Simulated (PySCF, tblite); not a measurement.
# C3H10O2Si2: dynamics, then NMR shifts on frames

Aim: move C3H10O2Si2 (`O=C(CC[SiH3])O[SiH3]`) away from its starting geometry and see how NMR shifts follow the geometry.

Programs: tblite 0.8.0 and PySCF 2.14.0, with density-fitted response routines of our own. Each step states its level of theory. These are calculated values for one molecule in the gas phase, unless marked as measured. Atoms count from 0, in the outputs and in this text.

### Step 1. The starting structure

17 atoms, charge 0, multiplicity 1; geometry from: GFN2-xTB.

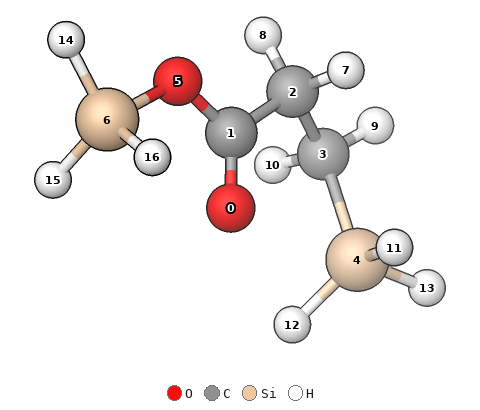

The starting geometry (oxygen red, carbon grey, silicon light orange, hydrogen white), atoms numbered; sticks join atoms by distance.

### Step 2. A short Langevin run with GFN2-xTB

Job settings and geometry (Å):

```
{"job": {"kind": "md", "xc": "GFN2-xTB", "basis": "xTB", "temperature": 300, "steps": 2000, "every": 50, "frames": 5}, "charge": 0, "multiplicity": 1}
O      0.415725     0.763191    -0.351300
C      0.627065    -0.101912     0.465638
C     -0.457885    -0.848456     1.178050
C     -1.730611    -0.865853     0.344527
Si    -2.189669     0.859545    -0.343600
O      1.853784    -0.441432     0.805349
Si     3.156254     0.338282     0.103781
H     -0.635239    -0.314941     2.117914
H     -0.098063    -1.849130     1.431438
H     -2.541997    -1.259176     0.955948
H     -1.601354    -1.560693    -0.485917
H     -1.798754     1.910768     0.592605
H     -1.760676     1.062632    -1.719616
H     -3.666299     0.851528    -0.362065
H      4.206190    -0.396359     0.794364
H      3.119747     0.111410    -1.334601
H      3.094786     1.752628     0.447037
```

Level: GFN2-xTB Langevin dynamics, gas phase.

The run is started by

```bash
OMP_NUM_THREADS=1 python probes_run.py task.json out
```

One launch serves the whole session: the jobs run in the order shown.

The log of the run:

```text
t/fs     T/K      E/eV
    0.0   259.0   -630.88542
   25.0   206.9   -630.60209
   50.0   179.8   -630.37339
   75.0   237.3   -630.52618
  100.0   154.0   -630.47027
  125.0   188.8   -630.52138
  150.0   164.2   -630.41840
  175.0   233.8   -630.46087
  200.0   280.3   -630.46523
  225.0   251.3   -630.33399
  250.0   296.6   -630.51759
  275.0   218.2   -630.30404
  300.0   343.8   -630.38581
  325.0   170.7   -630.22466
  350.0   201.5   -630.22493
  375.0   275.8   -630.48246
  400.0   240.7   -630.40343
  425.0   320.3   -630.45974
  450.0   246.1   -630.25668
  475.0   231.8   -630.10731
  500.0   383.7   -630.34715
  525.0   370.7   -630.18334
  550.0   435.2   -630.14805
  575.0   428.6   -630.22789
  600.0   352.6   -630.12261
  625.0   372.7   -630.26779
  650.0   355.9   -630.16075
  675.0   300.8   -630.15727
  700.0   332.5   -630.22094
  725.0   306.9   -630.12741
  750.0   375.3   -630.38000
  775.0   190.9   -630.14467
  800.0   301.6   -630.14982
  825.0   342.7   -630.10216
  850.0   346.2   -630.15457
  875.0   507.9   -630.33050
  900.0   439.8   -630.10584
  925.0   384.9   -630.01119
  950.0   336.6   -629.79411
  975.0   417.5   -630.01261
 1000.0   381.5   -630.02366
```

It took 54 s on 1 thread, shared host.

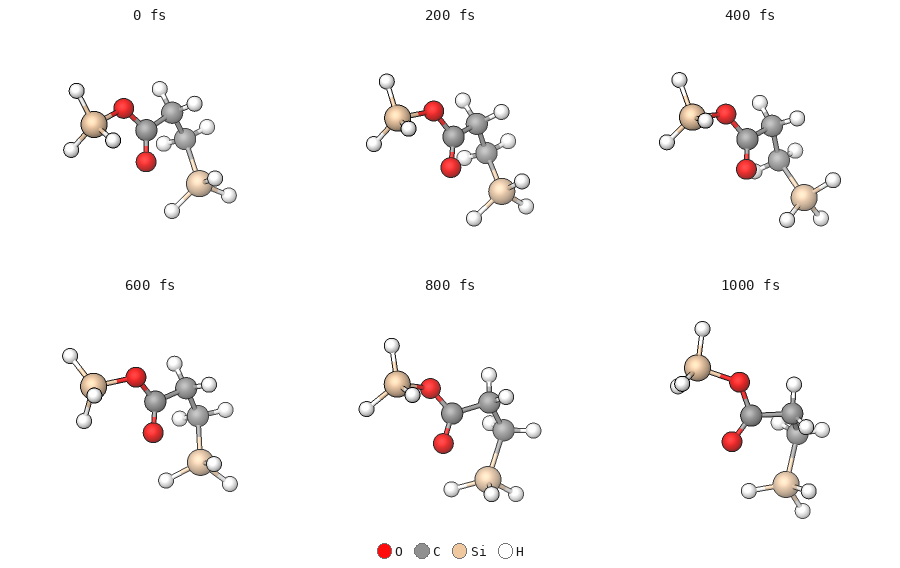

Frames of the run.

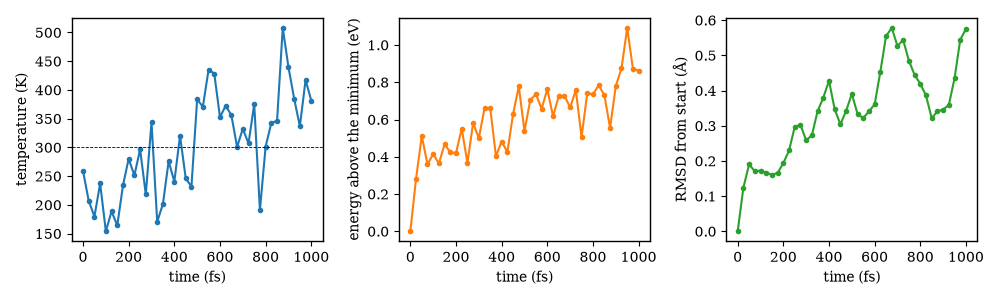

Temperature, potential energy and distance from the start.

Positions (Å) and forces (eV/Å) at 1000 fs:

```xyz
17

O    -0.034    1.161   -0.103   -0.499   -0.606    1.697
C    -0.329    0.777    1.016    0.434    0.653   -0.101
C    -1.629    1.046    1.841    2.478    0.118   -1.020
C    -2.745    0.638    0.940    0.982   -1.757   -2.135
Si   -2.856    1.776   -0.648   -0.866    0.354    0.847
O     0.488    0.030    1.777    0.312    0.110   -0.513
Si    1.967   -0.658    1.369   -0.535    0.095   -0.954
H    -1.711    2.106    2.032    0.134    0.365    0.242
H    -1.288    0.517    2.740   -1.406   -0.099    0.163
H    -3.656    0.530    1.417   -1.857    0.248    1.147
H    -2.539   -0.418    0.590   -0.065    0.765    0.144
H    -2.889    3.070    0.045    0.255    0.246   -0.093
H    -1.799    1.541   -1.576    0.178   -0.100   -0.445
H    -4.174    1.885   -1.373    0.450   -0.516    0.340
H     2.219   -1.508    2.545   -0.118    0.301   -0.333
H     1.664   -1.308    0.050    0.227   -0.046    0.660
H     2.938    0.393    1.019   -0.104   -0.132    0.356
```

### Step 3. Shielding tensors: 250 fs, PBE0/pcSseg-1

Job settings and geometry (Å):

```
{"job": {"kind": "nmr", "xc": "PBE0", "basis": "pcSseg-1", "pop": false}, "charge": 0, "multiplicity": 1}
O      0.229700     0.884800    -0.149200
C      0.253000    -0.039400     0.612000
C     -0.962300    -0.779500     1.012100
C     -2.030500    -0.633400    -0.064200
Si    -2.496500     1.168200    -0.234400
O      1.435600    -0.556200     1.011600
Si     2.906400    -0.079300     0.512600
H     -1.292600    -0.254100     1.902400
H     -0.738200    -1.821400     1.314100
H     -2.874400    -1.276300     0.264400
H     -1.744000    -1.046200    -1.026600
H     -2.063900     2.092600     0.898300
H     -2.092800     1.541600    -1.551200
H     -3.975200     1.382800    -0.123200
H      3.757700    -0.944900     1.408100
H      2.981400    -0.540800    -0.869700
H      3.120000     1.401600     0.635600
```

Method: GIAO PBE0/pcSseg-1 NMR shielding, non-relativistic, gas phase.

The log of the run:

```text
coarse grid: 14880 points
cycle   1  E = -848.9685365416  dE =  8.527e-01  |g| = 9.374e-01  |ddm| = 3.618e+00
cycle   2  E = -848.6736051603  dE =  2.949e-01  |g| = 1.580e+00  |ddm| = 1.638e+00
cycle   3  E = -849.1187822710  dE = -4.452e-01  |g| = 2.499e-01  |ddm| = 1.156e+00
cycle   4  E = -849.1295190481  dE = -1.074e-02  |g| = 8.027e-02  |ddm| = 2.084e-01
cycle   5  E = -849.1305475380  dE = -1.028e-03  |g| = 2.042e-02  |ddm| = 5.571e-02
cycle   6  E = -849.1306342592  dE = -8.672e-05  |g| = 5.052e-03  |ddm| = 1.860e-02
cycle   7  E = -849.1306401945  dE = -5.935e-06  |g| = 9.035e-04  |ddm| = 4.881e-03
final grid: 133616 points
cycle   8  E = -849.1913209292  dE = -1.297e-05  |g| = 1.226e-02  |ddm| = 2.173e-02
cycle   9  E = -849.1912754304  dE =  4.550e-05  |g| = 1.992e-02  |ddm| = 2.008e-02
cycle  10  E = -849.1913477989  dE = -7.237e-05  |g| = 2.136e-03  |ddm| = 1.295e-02
cycle  11  E = -849.1913486273  dE = -8.284e-07  |g| = 3.606e-04  |ddm| = 1.544e-03
cycle  12  E = -849.1913486478  dE = -2.048e-08  |g| = 1.145e-04  |ddm| = 2.873e-04
cycle  13  E = -849.1913486506  dE = -2.790e-09  |g| = 2.534e-05  |ddm| = 1.052e-04
cycle  14  E = -849.1913486507  dE = -1.360e-10  |g| = 3.766e-06  |ddm| = 2.382e-05
converged SCF energy = -849.1913486507

GIAO shielding tensors (ppm)
atom      isotropic    diamagn.    paramagn.     s11        s22        s33       span
  0 O     -121.994     405.723    -527.716   -388.002   -256.036    278.056    666.058
  1 C        2.110     255.221    -253.110    -98.576     34.612     70.294    168.869
  2 C      150.309     252.290    -101.981    132.630    149.742    168.554     35.924
  3 C      181.574     249.887     -68.313    172.309    180.846    191.567     19.258
  4 Si     414.830     877.471    -462.641    345.344    417.604    481.543    136.200
  5 O      145.522     399.986    -254.464      1.312    212.770    222.484    221.172
  6 Si     391.924     880.460    -488.535    362.750    367.739    445.284     82.535
  7 H       29.484      30.928      -1.444     26.106     28.765     33.581      7.475
  8 H       28.450      30.941      -2.491     23.152     28.043     34.156     11.004
  9 H       30.404      28.130       2.273     25.210     27.890     38.111     12.901
 10 H       30.898      31.619      -0.721     27.121     28.478     37.095      9.974
 11 H       27.061      28.135      -1.074     23.585     26.878     30.721      7.135
 12 H       27.630      29.098      -1.468     24.321     25.536     33.033      8.712
 13 H       27.319      27.327      -0.008     23.763     25.289     32.904      9.140
 14 H       26.383      28.296      -1.913     22.968     25.120     31.061      8.093
 15 H       26.772      30.366      -3.594     23.247     25.420     31.650      8.402
 16 H       26.000      28.726      -2.725     22.984     24.714     30.303      7.319
```

Run time: 72 s. Hardware: 1 thread, shared host.

Shifts follow as δ = σ(reference) − σ, with reference shieldings (ppm) from runs at the same level and on the same kind of geometry: 1H TMS 31.72, 13C TMS 186.9, 29Si TMS 349.2, 17O H2O 336.1. The references are single molecules in the gas phase, so shifts against H2O, NH3, PH3, H3PO4 or CFCl3 are not on the usual liquid scales and can be off by tens of ppm. Each atom is listed at this fixed geometry, with no averaging over motion; a spectrum would average atoms that exchange fast.

```csv
atoms,environment,σ (ppm),δ (ppm)
C1,carbonyl carbon,2.1,184.8
C2,sp3 CH2 α to a carbonyl,150.3,36.6
C3,sp3 CH2 bonded to Si,181.6,5.4
H16,hydrogen on a silicon bonded to O,26.00,5.72
H14,hydrogen on a silicon bonded to O,26.38,5.33
H15,hydrogen on a silicon bonded to O,26.77,4.94
H11,hydrogen on a silicon bonded to C,27.06,4.66
H13,hydrogen on a silicon bonded to C,27.32,4.40
H12,hydrogen on a silicon bonded to C,27.63,4.09
H8,hydrogen on an sp3 CH2 α to a carbonyl,28.45,3.27
H7,hydrogen on an sp3 CH2 α to a carbonyl,29.48,2.23
H9,hydrogen on an sp3 CH2 bonded to Si,30.40,1.31
H10,hydrogen on an sp3 CH2 bonded to Si,30.90,0.82
O0,carbonyl oxygen,-122.0,458.1
O5,"oxygen bonded to C, Si",145.5,190.6
Si6,"silicon bonded to O, 3 H",391.9,-42.8
Si4,"silicon bonded to C, 3 H",414.8,-65.7
```

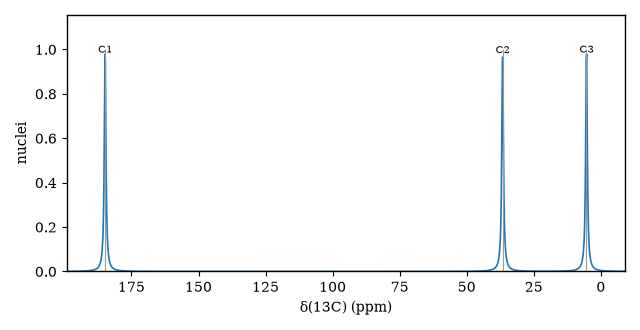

13C lines at the computed shifts, without couplings. Lines are broadened to a width of 0.72 ppm (Lorentzian).

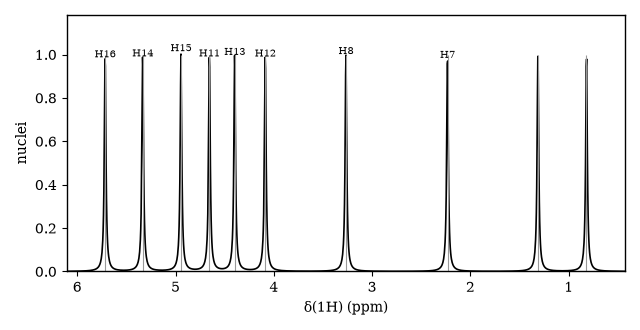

1H lines at the computed shifts, without couplings. Lines are broadened to a width of 0.02 ppm (Lorentzian).

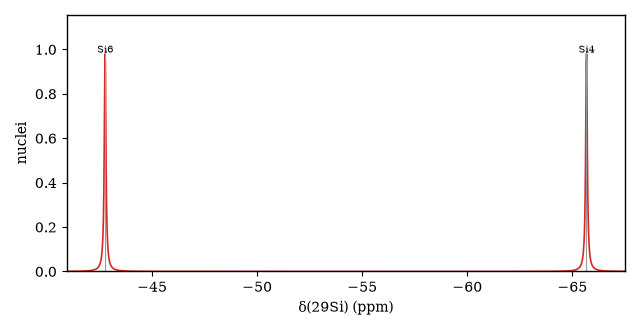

29Si lines at the computed shifts, without couplings. Lines are broadened to a width of 0.09 ppm (Lorentzian).

### Step 4. Nuclear shieldings: 425 fs, PBE0/pcSseg-1

Job settings and geometry (Å):

```
{"job": {"kind": "nmr", "xc": "PBE0", "basis": "pcSseg-1", "pop": false}, "charge": 0, "multiplicity": 1}
O      0.059300     1.183600     0.087400
C      0.150900     0.176500     0.767000
C     -1.042900    -0.600500     1.216600
C     -2.222400    -0.514400     0.208200
Si    -2.808400     1.306700    -0.135100
O      1.340700    -0.395900     1.113900
Si     2.872500     0.071100     0.760100
H     -1.283800    -0.258700     2.203000
H     -0.673700    -1.617300     1.412400
H     -2.974400    -1.039800     0.715600
H     -2.015600    -1.103100    -0.734100
H     -2.933100     1.931000     1.208700
H     -2.167900     2.107400    -1.131200
H     -4.188600     1.143800    -0.642500
H      3.566000    -1.023200     1.519700
H      2.879600    -0.014400    -0.725700
H      3.029400     1.432200     1.181300
```

Method: GIAO PBE0/pcSseg-1 NMR shielding, non-relativistic, gas phase.

The log of the run:

```text
coarse grid: 14880 points
cycle   1  E = -848.9602195179  dE =  6.984e-01  |g| = 9.485e-01  |ddm| = 3.606e+00
cycle   2  E = -848.6238636378  dE =  3.364e-01  |g| = 1.651e+00  |ddm| = 1.667e+00
cycle   3  E = -849.1139563171  dE = -4.901e-01  |g| = 2.708e-01  |ddm| = 1.184e+00
cycle   4  E = -849.1267670006  dE = -1.281e-02  |g| = 8.562e-02  |ddm| = 2.260e-01
cycle   5  E = -849.1279341085  dE = -1.167e-03  |g| = 2.196e-02  |ddm| = 5.852e-02
cycle   6  E = -849.1280381473  dE = -1.040e-04  |g| = 5.322e-03  |ddm| = 2.054e-02
cycle   7  E = -849.1280446499  dE = -6.503e-06  |g| = 1.059e-03  |ddm| = 4.951e-03
final grid: 133616 points
cycle   8  E = -849.1885624039  dE = -1.496e-05  |g| = 1.218e-02  |ddm| = 2.191e-02
cycle   9  E = -849.1885139730  dE =  4.843e-05  |g| = 2.025e-02  |ddm| = 1.966e-02
cycle  10  E = -849.1885884864  dE = -7.451e-05  |g| = 2.263e-03  |ddm| = 1.294e-02
cycle  11  E = -849.1885894224  dE = -9.360e-07  |g| = 3.841e-04  |ddm| = 1.621e-03
cycle  12  E = -849.1885894463  dE = -2.391e-08  |g| = 1.150e-04  |ddm| = 3.105e-04
cycle  13  E = -849.1885894491  dE = -2.800e-09  |g| = 3.009e-05  |ddm| = 1.099e-04
cycle  14  E = -849.1885894493  dE = -2.096e-10  |g| = 4.422e-06  |ddm| = 3.020e-05
converged SCF energy = -849.1885894493

GIAO shielding tensors (ppm)
atom      isotropic    diamagn.    paramagn.     s11        s22        s33       span
  0 O     -134.500     405.446    -539.946   -427.161   -263.205    286.865    714.026
  1 C       -3.895     253.928    -257.824   -110.954     35.708     63.559    174.513
  2 C      149.849     254.565    -104.716    129.717    143.767    176.064     46.347
  3 C      175.256     248.491     -73.235    165.092    173.804    186.872     21.780
  4 Si     419.853     877.180    -457.327    377.352    409.102    473.105     95.753
  5 O      145.454     401.580    -256.125     -4.592    218.553    222.402    226.994
  6 Si     387.117     881.448    -494.331    359.322    368.668    433.360     74.038
  7 H       29.858      31.702      -1.844     26.580     28.887     34.107      7.527
  8 H       28.798      32.753      -3.956     23.599     28.682     34.114     10.515
  9 H       31.762      29.768       1.993     26.353     29.918     39.014     12.661
 10 H       29.804      30.170      -0.366     25.053     28.109     36.250     11.197
 11 H       27.579      27.636      -0.058     24.573     25.771     32.393      7.820
 12 H       27.457      28.656      -1.199     23.459     26.622     32.290      8.830
 13 H       27.679      26.988       0.691     24.102     25.652     33.283      9.181
 14 H       26.260      28.951      -2.692     22.623     25.213     30.943      8.321
 15 H       26.142      30.514      -4.373     22.686     25.113     30.625      7.939
 16 H       26.737      30.241      -3.504     23.443     25.422     31.346      7.903
```

Run time: 68 s. Hardware: 1 thread, shared host.

Key values: δ C1 190.8, C2 37.1, C3 11.7, O0 470.6, H15 5.58, H14 5.46 ppm.

[end of part 1 of 2]
